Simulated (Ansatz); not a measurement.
**AlH₄+ (singlet): from Hartree-Fock to the top rungs at scale of all distances = 1.123, cc-pVDZ**

Aim: climb from Hartree-Fock through coupled cluster and multireference methods for AlH₄+ (singlet) at one geometry and basis, and see what each rung misses.

Computed with Ansatz 0.2.0, Gaussian basis. Level: cc-pVDZ, core rule «outside noble gas», up to 5 orbitals frozen.

The runs, in order: UHF; CCSD(T) on RHF; BCCD(T) on RHF; CISD; CCSDT(Q) on RHF; CASSCF and MRCISD+Q, 2 electrons in 2 orbitals; CASSCF and NEVPT2, 2 electrons in 2 orbitals; Full CI.

17 further runs of the same task are left out: 6 for a known fault of the program, 10 that didn't finish, 1 set aside as unsound or not needed.

### Step 1. What is computed

The geometry derives from a PBE0/def2-TZVP stationary point (not a proven minimum). All distances are scaled together.

5 atoms, charge 1, spin multiplicity 1.

Atoms are counted from 1 here; the program's logs count them from 0.

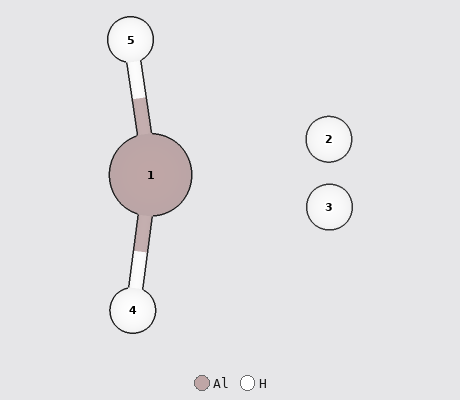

The geometry (aluminium light grey, hydrogen white); atoms are numbered from 1 in the order of the file.

In the tables R marks a restricted determinant and U an unrestricted one; 'pair' is the active space of 2 electrons in 2 orbitals; energies count from the table's Hartree-Fock row.

### Step 2. UHF

in.yaml

```yaml
crystal:
  periodic: [false, false, false]
  atoms:
    - {symbol: Al, position_ang: [0.000000, 0.000000, -0.133209]}
    - {symbol: H, position_ang: [0.000000, -0.432121, 2.158890]}
    - {symbol: H, position_ang: [0.000000, 0.432124, 2.158889]}
    - {symbol: H, position_ang: [0.000000, 1.725978, -0.375949]}
    - {symbol: H, position_ang: [0.000000, -1.725978, -0.375947]}
basis:
  gaussian: {orbitals: cc-pVDZ}
total_charge: 1
magnetization: {spin_polarized: true, initial_magnetization: 0}
hamiltonian: {xc: hf}
output: {orbitals: {seedname: orbitals}}
```

Command:

```sh
$ ansatz run in.yaml --threads 1 --pin off --events-out ev --progress --plain --max-ram 2393MiB
```

The log of the run:

```text
Functional definition: HF
  name "HF"
  cite "Fock, Z. Phys. 61, 126 (1930) doi:10.1007/BF01340294"
  parent pbe
  exchange = exact_x
  correlation = 0
352 factors; integrals over basis functions are off by at most 1.2e-3 eV
mean field evaluation 1: about -6636.2149 eV, gradient 5.5e0 eV
mean field evaluation 2: about -6636.2149 eV, gradient 5.5e0 eV
mean field evaluation 4: about -6636.6425 eV, gradient 1.6e-1 eV
mean field evaluation 8: about -6636.6428 eV, gradient 1.2e-5 eV
mean field -6636.64279856 eV, -243.8921243692 hartree, gradient 1.2e-5 eV, S^2 0.000000; 0 other end points of the search recorded, 0 dependent functions left out
reference -6636.64279856 eV, -243.8921243692 hartree; 8, 8 occupied and 30, 30 virtual orbitals, 352 factors
Total energy: -6636.64279856 eV, -243.8921243692 hartree
```

Run time: 0.15 s. Hardware: 1 thread of Arm Neoverse V2, shared host.

From the report: ⟨S²⟩ of the determinant 0.000 (pure singlet: 0.00).

The unrestricted search falls back on the restricted solution.

### Step 3. CCSD(T) on RHF

in.yaml, as its differences from that of step 2:

```diff
@@ -11,4 +11,3 @@
 total_charge: 1
-magnetization: {spin_polarized: true, initial_magnetization: 0}
-hamiltonian: {xc: hf}
-output: {orbitals: {seedname: orbitals}}
+magnetization: {spin_polarized: false}
+correlation: {method: ccsd_t, electrons: outside_noble_gas}
```

The command is unchanged.

The log of the run:

```text
Functional definition: HF
  name "HF"
  cite "Fock, Z. Phys. 61, 126 (1930) doi:10.1007/BF01340294"
  parent pbe
  exchange = exact_x
  correlation = 0
352 factors; integrals over basis functions are off by at most 1.2e-3 eV
mean field evaluation 1: about -6636.2149 eV, gradient 7.7e0 eV
mean field evaluation 2: about -6636.2149 eV, gradient 7.7e0 eV
mean field evaluation 4: about -6636.6421 eV, gradient 2.3e-1 eV
mean field evaluation 8: about -6636.6428 eV, gradient 2.9e-4 eV
mean field -6636.64279856 eV, -243.8921243692 hartree, gradient 1.3e-6 eV, S^2 0.000000; 0 other end points of the search recorded, 0 dependent functions left out
5 core orbitals not correlated: weight in the atoms' cores, before any rotation towards them, 1.000 or more for the frozen orbitals, at most 0.000 for the correlated occupied ones
reference -6636.64279856 eV, -243.8921243692 hartree; 3, 3 occupied and 30, 30 virtual orbitals, 352 factors
second order -2.21495033 eV of doubles, -0.00000000 eV of singles
cycle   1  -2.72781337 eV  change   -5.1e-1 eV  update   5.9e-2
cycle   2  -2.96730642 eV  change   -2.4e-1 eV  update   2.4e-2
cycle   3  -2.97628475 eV  change   -9.0e-3 eV  update   6.5e-3
cycle   4  -2.97746608 eV  change   -1.2e-3 eV  update   2.3e-3
cycle   5  -2.97755330 eV  change   -8.7e-5 eV  update   9.5e-4
cycle   6  -2.97745255 eV  change    1.0e-4 eV  update   2.2e-4
cycle   7  -2.97752552 eV  change   -7.3e-5 eV  update   5.1e-5
cycle   8  -2.97754405 eV  change   -1.9e-5 eV  update   1.6e-5
cycle   9  -2.97753718 eV  change    6.9e-6 eV  update   4.6e-6
perturbative correction -0.03116074 eV, -0.0011451360 hartree
Total energy: -6639.65149648 eV, -244.0026919782 hartree
```

It took 0.21 s on 1 thread of Arm Neoverse V2, shared host.

From the report: correlation -3.0087 eV; T1 0.012; largest double amplitude 0.08.

### Step 4. BCCD(T) on RHF

in.yaml, as its differences from that of step 3:

```diff
@@ -12,2 +12,2 @@
 magnetization: {spin_polarized: false}
-correlation: {method: ccsd_t, electrons: outside_noble_gas}
+correlation: {method: bccd_t, electrons: outside_noble_gas}
```

The command is unchanged.

The log of the run:

```text
Functional definition: HF
  name "HF"
  cite "Fock, Z. Phys. 61, 126 (1930) doi:10.1007/BF01340294"
  parent pbe
  exchange = exact_x
  correlation = 0
352 factors; integrals over basis functions are off by at most 1.2e-3 eV
mean field evaluation 1: about -6636.2149 eV, gradient 7.7e0 eV
mean field evaluation 2: about -6636.2149 eV, gradient 7.7e0 eV
mean field evaluation 4: about -6636.6421 eV, gradient 2.3e-1 eV
mean field evaluation 8: about -6636.6428 eV, gradient 2.9e-4 eV
mean field -6636.64279856 eV, -243.8921243692 hartree, gradient 1.3e-6 eV, S^2 0.000000; 0 other end points of the search recorded, 0 dependent functions left out
5 core orbitals not correlated: weight in the atoms' cores, before any rotation towards them, 1.000 or more for the frozen orbitals, at most 0.000 for the correlated occupied ones
reference -6636.64279856 eV, -243.8921243692 hartree; 3, 3 occupied and 30, 30 virtual orbitals, 352 factors
second order -2.21495033 eV of doubles, -0.00000000 eV of singles
cycle   1  -2.73330908 eV  change   -5.2e-1 eV  update   5.9e-2
cycle   2  -2.97003240 eV  change   -2.4e-1 eV  update   2.4e-2
cycle   3  -2.97664971 eV  change   -6.6e-3 eV  update   6.5e-3
cycle   4  -2.97744910 eV  change   -8.0e-4 eV  update   2.3e-3
cycle   5  -2.97740442 eV  change    4.5e-5 eV  update   9.9e-4
cycle   6  -2.97723764 eV  change    1.7e-4 eV  update   2.2e-4
cycle   7  -2.97732368 eV  change   -8.6e-5 eV  update   5.1e-5
cycle   8  -2.97734518 eV  change   -2.2e-5 eV  update   1.6e-5
cycle   9  -2.97733637 eV  change    8.8e-6 eV  update   4.6e-6
cycle  10  -2.97733732 eV  change   -9.5e-7 eV  update   1.5e-6
perturbative correction -0.03186715 eV, -0.0011710961 hartree
Total energy: -6639.65200303 eV, -244.0027105937 hartree
```

Run time: 0.27 s. Hardware: 1 thread of Arm Neoverse V2, shared host.

From the report: correlation -3.0092 eV; largest double amplitude 0.09.

### Step 5. CISD

in.yaml, as its differences from that of step 4:

```diff
@@ -11,3 +11,2 @@
 total_charge: 1
-magnetization: {spin_polarized: false}
-correlation: {method: bccd_t, electrons: outside_noble_gas}
+correlation: {active_space: {ras: {orbitals: [3, 0, 30], electrons: 6, max_holes: 2, max_particles: 2}, fixed_orbitals: true}}
```

Launched as before.

The log of the run:

```text
Functional definition: HF
  name "HF"
  cite "Fock, Z. Phys. 61, 126 (1930) doi:10.1007/BF01340294"
  parent pbe
  exchange = exact_x
  correlation = 0
352 factors; integrals over basis functions are off by at most 1.2e-3 eV
mean field evaluation 1: about -6636.2149 eV, gradient 7.7e0 eV
mean field evaluation 2: about -6636.2149 eV, gradient 7.7e0 eV
mean field evaluation 4: about -6636.6421 eV, gradient 2.3e-1 eV
mean field evaluation 8: about -6636.6428 eV, gradient 2.9e-4 eV
mean field -6636.64279856 eV, -243.8921243692 hartree, gradient 1.3e-6 eV, S^2 0.000000; 0 other end points of the search recorded, 0 dependent functions left out
reference -6636.64279856 eV, -243.8921243692 hartree; 8, 8 occupied and 30, 30 virtual orbitals, 352 factors
state -6639.49105259 eV, -243.9967957742 hartree
Total energy: -6639.49105259 eV, -243.9967957742 hartree
```

Wall time 0.6 s (1 thread of Arm Neoverse V2, shared host).

From the report: 3,327 determinants.

### Step 6. CCSDT(Q) on RHF

in.yaml, as its differences from that of step 5:

```diff
@@ -11,2 +11,3 @@
 total_charge: 1
-correlation: {active_space: {ras: {orbitals: [3, 0, 30], electrons: 6, max_holes: 2, max_particles: 2}, fixed_orbitals: true}}
+magnetization: {spin_polarized: false}
+correlation: {method: ccsdt_q, electrons: outside_noble_gas}
```

Launched as before.

The log of the run:

```text
Functional definition: HF
  name "HF"
  cite "Fock, Z. Phys. 61, 126 (1930) doi:10.1007/BF01340294"
  parent pbe
  exchange = exact_x
  correlation = 0
701 factors; integrals over basis functions are off by at most 2.1e-7 eV
mean field evaluation 1: about -6636.2149 eV, gradient 7.7e0 eV
mean field evaluation 2: about -6636.2149 eV, gradient 7.7e0 eV
mean field evaluation 4: about -6636.6421 eV, gradient 2.3e-1 eV
mean field evaluation 8: about -6636.6428 eV, gradient 2.9e-4 eV
mean field -6636.64279765 eV, -243.8921243355 hartree, gradient 1.2e-6 eV, S^2 0.000000; 0 other end points of the search recorded, 0 dependent functions left out
5 core orbitals not correlated: weight in the atoms' cores, before any rotation towards them, 1.000 or more for the frozen orbitals, at most 0.000 for the correlated occupied ones
reference -6636.64279765 eV, -243.8921243355 hartree; 3, 3 occupied and 30, 30 virtual orbitals, 701 factors
second order -2.21501212 eV of doubles, -0.00000000 eV of singles
cycle   1  -2.72782513 eV  change   -5.1e-1 eV  update   6.1e-2
cycle   2  -2.99969590 eV  change   -2.7e-1 eV  update   2.7e-2
cycle   3  -3.01496951 eV  change   -1.5e-2 eV  update   8.4e-3
cycle   4  -3.02004425 eV  change   -5.1e-3 eV  update   3.9e-3
cycle   5  -3.02027104 eV  change   -2.3e-4 eV  update   1.5e-3
cycle   6  -3.02014338 eV  change    1.3e-4 eV  update   4.3e-4
cycle   7  -3.02029496 eV  change   -1.5e-4 eV  update   1.4e-4
cycle   8  -3.02033451 eV  change   -4.0e-5 eV  update   4.6e-5
cycle   9  -3.02031920 eV  change    1.5e-5 eV  update   1.6e-5
cycle  10  -3.02031494 eV  change    4.3e-6 eV  update   5.7e-6
cycle  11  -3.02031489 eV  change    5.8e-8 eV  update   2.3e-6
cycle  12  -3.02031512 eV  change   -2.3e-7 eV  update   5.8e-7
perturbative correction -0.00108728 eV, -0.0000399569 hartree
Total energy: -6639.66420005 eV, -244.0031588257 hartree
```

Wall time 0.99 s (1 thread of Arm Neoverse V2, shared host).

From the report: correlation -3.0214 eV; T1 0.013; largest double amplitude 0.09.

### Step 7. CASSCF and MRCISD+Q, 2 electrons in 2 orbitals

in.yaml, as its differences from that of step 6:

```diff
@@ -11,3 +11,2 @@
 total_charge: 1
-magnetization: {spin_polarized: false}
-correlation: {method: ccsdt_q, electrons: outside_noble_gas}
+correlation: {method: fic_mrcisd_q, electrons: outside_noble_gas, active_space: {window: {electrons: 2, orbitals: 2}}}
```

Same command.

The log of the run:

```text
Functional definition: HF
  name "HF"
  cite "Fock, Z. Phys. 61, 126 (1930) doi:10.1007/BF01340294"
  parent pbe
  exchange = exact_x
  correlation = 0
352 factors; integrals over basis functions are off by at most 1.2e-3 eV
mean field evaluation 1: about -6636.2149 eV, gradient 7.7e0 eV
mean field evaluation 2: about -6636.2149 eV, gradient 7.7e0 eV
mean field evaluation 4: about -6636.6421 eV, gradient 2.3e-1 eV
mean field evaluation 8: about -6636.6428 eV, gradient 2.9e-4 eV
mean field -6636.64279856 eV, -243.8921243692 hartree, gradient 1.3e-6 eV, S^2 0.000000; 0 other end points of the search recorded, 0 dependent functions left out
reference -6636.64279856 eV, -243.8921243692 hartree; 8, 8 occupied and 30, 30 virtual orbitals, 352 factors
state -6637.19976826 eV, -243.9125926280 hartree
contracted CI cycle   1: correlation 0.00000000 eV, 0.0000000000 hartree, residual 1.09e1 eV
contracted CI cycle   2: correlation -2.24756337 eV, -0.0825964305 hartree, residual 2.05e0 eV
contracted CI cycle   3: correlation -2.33190119 eV, -0.0856957882 hartree, residual 5.36e-1 eV
contracted CI cycle   4: correlation -2.33903364 eV, -0.0859579008 hartree, residual 2.19e-1 eV
contracted CI cycle   5: correlation -2.34014019 eV, -0.0859985657 hartree, residual 8.62e-2 eV
contracted CI cycle   6: correlation -2.34032197 eV, -0.0860052462 hartree, residual 3.59e-2 eV
contracted CI cycle   7: correlation -2.34034942 eV, -0.0860062550 hartree, residual 1.22e-2 eV
contracted CI cycle   8: correlation -2.34035212 eV, -0.0860063542 hartree, residual 4.01e-3 eV
contracted CI cycle   9: correlation -2.34035242 eV, -0.0860063650 hartree, residual 1.48e-3 eV
contracted CI cycle  10: correlation -2.34035246 eV, -0.0860063666 hartree, residual 6.56e-4 eV
state -6637.19976826 eV, -243.9125926280 hartree; corrected -6639.69283247 eV, -244.0042110478 hartree
state -6637.16533349 eV, -243.9113271736 hartree
contracted CI cycle   1: correlation 0.00000000 eV, 0.0000000000 hartree, residual 1.13e1 eV
contracted CI cycle   2: correlation -2.28459546 eV, -0.0839573345 hartree, residual 2.19e0 eV
contracted CI cycle   3: correlation -2.37572033 eV, -0.0873061120 hartree, residual 5.98e-1 eV
contracted CI cycle   4: correlation -2.38486502 eV, -0.0876421728 hartree, residual 2.69e-1 eV
contracted CI cycle   5: correlation -2.38655466 eV, -0.0877042661 hartree, residual 1.08e-1 eV
contracted CI cycle   6: correlation -2.38682824 eV, -0.0877143201 hartree, residual 4.41e-2 eV
contracted CI cycle   7: correlation -2.38686777 eV, -0.0877157728 hartree, residual 1.53e-2 eV
contracted CI cycle   8: correlation -2.38687299 eV, -0.0877159646 hartree, residual 5.39e-3 eV
contracted CI cycle   9: correlation -2.38687359 eV, -0.0877159865 hartree, residual 1.80e-3 eV
contracted CI cycle  10: correlation -2.38687365 eV, -0.0877159887 hartree, residual 6.01e-4 eV
state -6637.16533349 eV, -243.9113271736 hartree; corrected -6639.69683132 eV, -244.0043580027 hartree
state -6637.16533349 eV, -243.9113271736 hartree; corrected -6639.69683132 eV, -244.0043580027 hartree
WARN: the results are in doubt because another end's mean lies 0.034 eV lower, and its corrected mean 0.004 eV higher
Total energy: -6639.69683132 eV, -244.0043580027 hartree
In doubt: another end's mean lies 0.034 eV lower, and its corrected mean 0.004 eV higher
```

It took 0.84 s on 1 thread of Arm Neoverse V2, shared host.

From the report: 4 determinants; active occupations 1.96, 0.04. Mind the lines of doubt at the end of the log.

### Step 8. CASSCF and NEVPT2, 2 electrons in 2 orbitals

in.yaml, as its differences from that of step 7:

```diff
@@ -11,2 +11,2 @@
 total_charge: 1
-correlation: {method: fic_mrcisd_q, electrons: outside_noble_gas, active_space: {window: {electrons: 2, orbitals: 2}}}
+correlation: {method: sc_nevpt2, electrons: outside_noble_gas, active_space: {window: {electrons: 2, orbitals: 2}}}
```

The command is unchanged.

The log of the run:

```text
Functional definition: HF
  name "HF"
  cite "Fock, Z. Phys. 61, 126 (1930) doi:10.1007/BF01340294"
  parent pbe
  exchange = exact_x
  correlation = 0
352 factors; integrals over basis functions are off by at most 1.2e-3 eV
mean field evaluation 1: about -6636.2149 eV, gradient 7.7e0 eV
mean field evaluation 2: about -6636.2149 eV, gradient 7.7e0 eV
mean field evaluation 4: about -6636.6421 eV, gradient 2.3e-1 eV
mean field evaluation 8: about -6636.6428 eV, gradient 2.9e-4 eV
mean field -6636.64279856 eV, -243.8921243692 hartree, gradient 1.3e-6 eV, S^2 0.000000; 0 other end points of the search recorded, 0 dependent functions left out
reference -6636.64279856 eV, -243.8921243692 hartree; 8, 8 occupied and 30, 30 virtual orbitals, 352 factors
state -6637.19976826 eV, -243.9125926280 hartree
state -6637.19976826 eV, -243.9125926280 hartree; corrected -6638.93174489 eV, -243.9762415953 hartree
state -6637.16533349 eV, -243.9113271736 hartree
state -6637.16533349 eV, -243.9113271736 hartree; corrected -6638.92031995 eV, -243.9758217362 hartree
state -6637.19976826 eV, -243.9125926280 hartree; corrected -6638.93174489 eV, -243.9762415953 hartree
2 active orbitals were swapped for others, from the solution at -6637.16532712 eV, -243.9113269393 hartree to that at -6637.19976810 eV, -243.9125926223 hartree; typed "places" are swapped only where nearly empty or full, and so, without "given_window_search", are "orbital_numbers", "shells" and a window whose orbitals a file names under [Active]
Total energy: -6638.93174489 eV, -243.9762415953 hartree
```

Run time: 0.6 s. Hardware: 1 thread of Arm Neoverse V2, shared host.

From the report: 2 determinants; active occupations 1.97, 0.03.

### Step 9. Full CI

in.yaml, as its differences from that of step 8:

```diff
@@ -11,2 +11,2 @@
 total_charge: 1
-correlation: {method: sc_nevpt2, electrons: outside_noble_gas, active_space: {window: {electrons: 2, orbitals: 2}}}
+correlation: {method: fci, electrons: outside_noble_gas}
```

The command is unchanged.

The log of the run:

```text
Functional definition: HF
  name "HF"
  cite "Fock, Z. Phys. 61, 126 (1930) doi:10.1007/BF01340294"
  parent pbe
  exchange = exact_x
  correlation = 0
701 factors; integrals over basis functions are off by at most 2.1e-7 eV
mean field evaluation 1: about -6636.2149 eV, gradient 7.7e0 eV
mean field evaluation 2: about -6636.2149 eV, gradient 7.7e0 eV
mean field evaluation 4: about -6636.6421 eV, gradient 2.3e-1 eV
mean field evaluation 8: about -6636.6428 eV, gradient 2.9e-4 eV
mean field -6636.64279765 eV, -243.8921243355 hartree, gradient 1.2e-6 eV, S^2 0.000000; 0 other end points of the search recorded, 0 dependent functions left out
5 core orbitals not correlated: weight in the atoms' cores, before any rotation towards them, 1.000 or more for the frozen orbitals, at most 0.000 for the correlated occupied ones
reference -6636.64279765 eV, -243.8921243355 hartree; 3, 3 occupied and 30, 30 virtual orbitals, 701 factors
state -6639.66464048 eV, -244.0031750113 hartree
Total energy: -6639.66464048 eV, -244.0031750113 hartree
```

It took 22 s on 1 thread of Arm Neoverse V2, shared host; peak memory 0.72 GiB.

From the report: 7,516,932 determinants, symmetry A1.

### Step 10. Natural occupations

Natural occupations of the FCI state about the gap (report; correlated orbitals 1 to 10): 1.957, 1.946, 1.927, 0.058, 0.028, 0.019, 0.014, 0.011, 0.007, 0.007. The count of effectively unpaired electrons, Σ n²(2 − n)², is 0.06; a single determinant of this spin has 0.

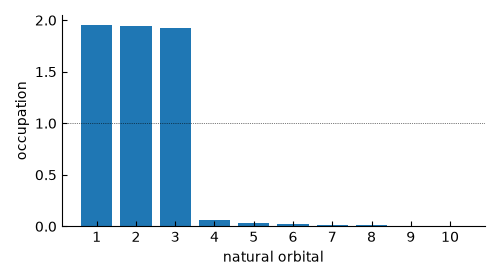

Natural occupations of the FCI state.

### Step 11. All levels against the top one

The yardstick is full CI for this spin, exact in this basis with these frozen cores. Rows without a time come out of other runs: HF, MP2 and CCSD of CCSD(T), CCSDT of CCSDT(Q), CASSCF and MRCISD of the multireference runs.

Differences are taken before rounding.

```
     method  energy from the lowest RHF (meV)  from FCI (meV)    time
        RHF                               0.0         +3021.8        
       RMP2                           -2215.0          +806.9        
       CISD                           -2848.3          +173.6   0.6 s
      RCCSD                           -2977.5           +44.3        
   RCCSD(T)                           -3008.7           +13.1  0.21 s
    BCCD(T)                           -3009.2           +12.6  0.27 s
     RCCSDT                           -3020.3            +1.5        
  RCCSDT(Q)                           -3021.4            +0.4  0.99 s
CASSCF pair                            -557.0         +2464.9        
NEVPT2 pair                           -2288.9          +732.9   0.6 s
        FCI                           -3021.8               0    22 s
```

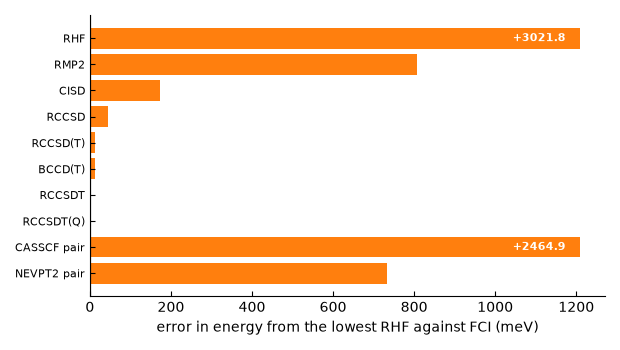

Deviations from FCI, method by method. Bars with a number in them are cut short.

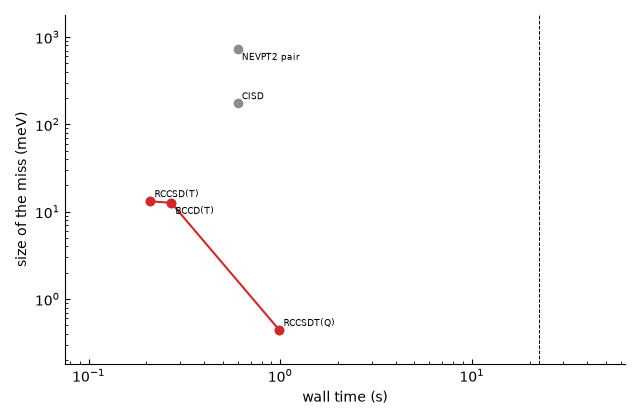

Accuracy for the time spent; red marks the levels that beat every quicker one drawn (of those quicker than the yardstick), and the dashed line is the time of FCI. Times are from a shared host. Runs this short are mostly start-up, so their order is noise.

Not comparable, so not listed: CASSCF and MRCISD+Q, 2 electrons in 2 orbitals (they don't share determinant, frozen orbitals or solution with the rows shown, or repeat one).

### Step 12. Summary of results

```
                         quantity                                 value
         FCI below the RHF energy                            -3.0218 eV
                    RMP2 from FCI                            +806.9 meV
                   RCCSD from FCI                             +44.3 meV
                RCCSD(T) from FCI                             +13.1 meV
               RCCSDT(Q) from FCI                              +0.4 meV
             NEVPT2 pair from FCI                            +732.9 meV
levels within 1 kcal/mol (43 meV)  RCCSD(T), BCCD(T), RCCSDT, RCCSDT(Q)
                    T1 diagnostic                                 0.012
   effectively unpaired electrons                                  0.06
```

**Reading.** RCCSD(T) misses by +13.1 meV, 0.4 % of the correlation energy. One determinant dominates. These misses are within one basis, not against nature.
